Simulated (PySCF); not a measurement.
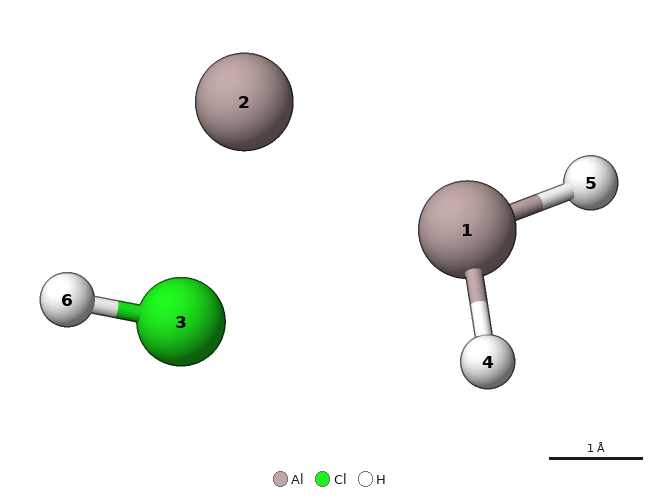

The atoms are numbered. The geometry was computed by an optimisation with PBE0-D4/def2-TZVP. No frequency run is at hand to confirm it as a minimum.

List the bonds and their lengths.

```
  bond  length (Å)
Al1–H4       1.614
Al1–H5       1.609
Cl3–H6       1.284
```
